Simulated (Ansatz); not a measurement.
CH$_{8}$N$_{3}$OTa (SMILES C[O][Ta](=[NH])([NH2])[NH2])

The calculation's input:

```
crystal:
  periodic: [false, false, false]
  atoms:
    - {symbol: C, position_ang: [-0.498063, -0.444625, 2.464590]}
    - {symbol: O, position_ang: [-0.446413, -0.507795, 1.074402]}
    - {symbol: Ta, position_ang: [0.171564, 0.176253, -0.587820]}
    - {symbol: N, position_ang: [1.211274, 1.606660, -0.465630]}
    - {symbol: N, position_ang: [-1.406325, 0.735283, -1.674516]}
    - {symbol: N, position_ang: [1.269489, -1.226640, -1.487586]}
    - {symbol: H, position_ang: [-0.098234, -1.367409, 2.898016]}
    - {symbol: H, position_ang: [-1.534954, -0.328699, 2.797236]}
    - {symbol: H, position_ang: [0.085669, 0.399698, 2.845367]}
    - {symbol: H, position_ang: [1.785281, 2.408493, -0.269797]}
    - {symbol: H, position_ang: [-1.513476, 1.632129, -2.120490]}
    - {symbol: H, position_ang: [-2.190557, 0.141076, -1.901481]}
    - {symbol: H, position_ang: [0.957576, -2.167139, -1.681996]}
    - {symbol: H, position_ang: [2.194370, -1.086484, -1.861295]}
basis:
  gaussian: {orbitals: def2-TZVPP}
hamiltonian: {xc: pbe0, dispersion: d4}
output: {orbitals: {seedname: orbitals}}
```

Run with:

```sh
ansatz run in.yaml --threads 4 --pin off --events-out ev --progress --plain --max-ram 11315MiB
```

Geometry: PBE0-D4/def2-TZVP; core potentials replace the inner electrons of Ta.

Computed with RKS PBE0-D4/def2-TZVPP in Ansatz.

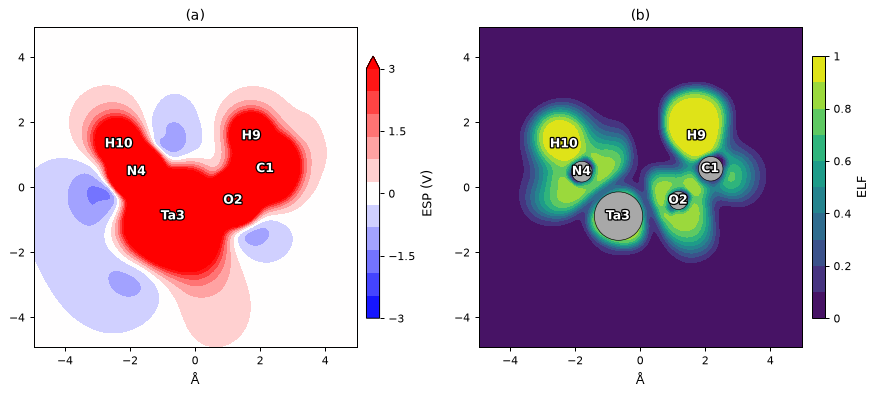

Figure 1. (a) molecular electrostatic potential; (b) ELF on the plane of atoms C1, O2 and Ta3. Grey discs cover the atomic cores in the ELF map.

Read the bonding off the picture.

Answer. The section cuts through C, O, Ta, N and H sites.
C–O (1.39 Å): the ELF peaks at about 0.90 between the atoms (a polar covalent bond).
Ta–N (1.77 Å): the ELF peaks at about 0.80 in the valence shell of N, 0.5 Å from its nucleus, and drops to about 0.30 between the two atoms.
Ta–O (1.90 Å): the ELF peaks at about 0.80 in the valence shell of O, 0.5 Å from its nucleus, and drops to about 0.20 between the two atoms.
N–H (1.01 Å): the ELF climbs to about 1 towards the hydrogen, as it does in any bond to H: a covalent bond by its length.
C–H (1.09 Å): the ELF climbs to about 1 towards the hydrogen; a covalent bond by its length.
Outside the dense part of the molecule the potential is most negative (−1.5 V) near N4.

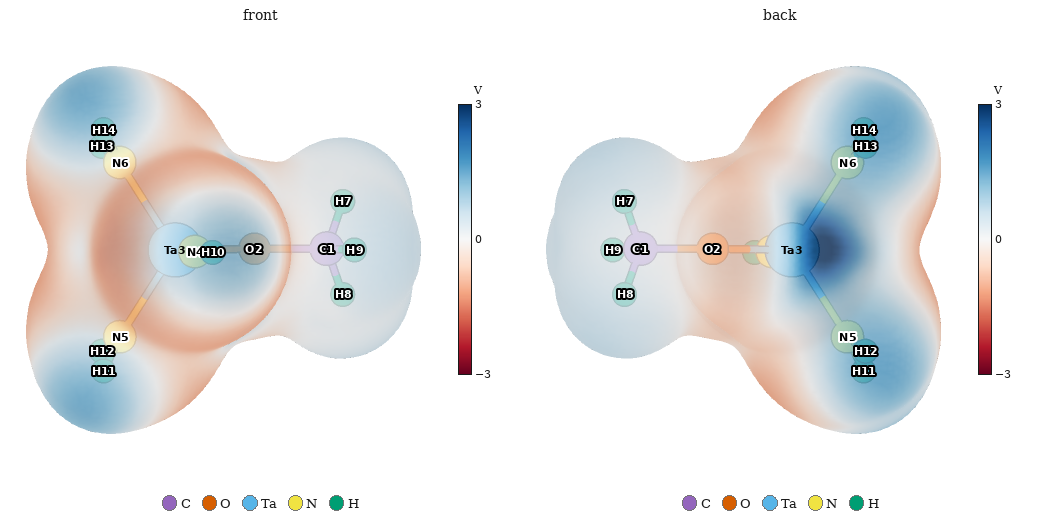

Figure 2. The electrostatic potential painted on the density surface at 0.002 e/bohr³, seen from the front and from behind; the colour scale runs from red (negative) to blue (positive).

Which sites attract a positive test charge, and which a negative one?

Answer. A positive charge is drawn to the negative regions and a negative charge to the positive ones. The most negative region (about −1.3 V) lies over N4, the most positive (about +2.8 V) over Ta3. N4 is the likeliest acceptor of a hydrogen bond.

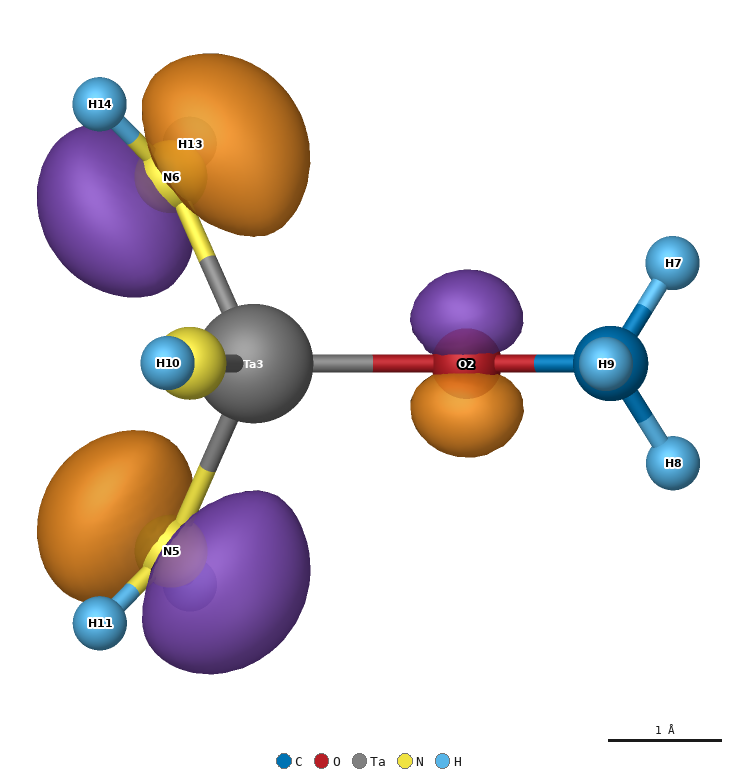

Figure 3. The HOMO at ±0.15 Å⁻³ᐟ² (orange and purple are the two phases), seen at a tilt.

What is the character of this orbital?

Answer. It lies mainly on N5 (about 35 %), N6 (about 35 %) and O2 (about 10 %); largely a combination of lone pairs on N5, N6 and O2. Its energy is −6.86 eV.

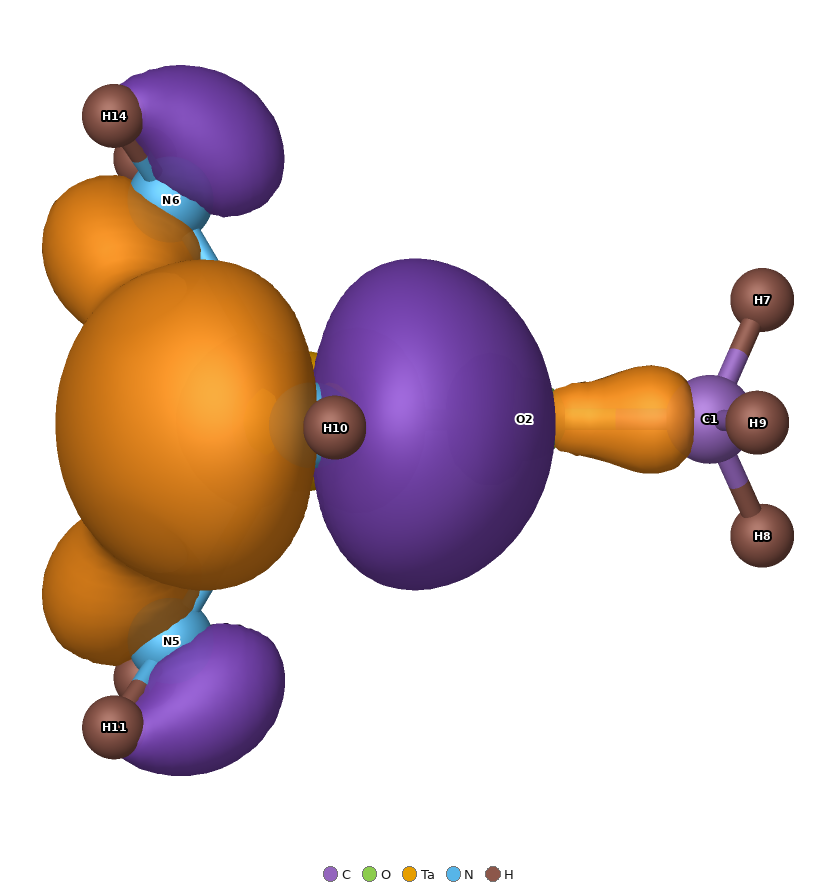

Figure 4. The HOMO−1 at ±0.08 Å⁻³ᐟ² (orange and purple are the two phases), seen at a tilt.

Describe this orbital and give its energy.

Answer. By Hirshfeld shares it lies mainly on N4 (about 60 %) and Ta3 (about 25 %). Its energy is −7.24 eV.
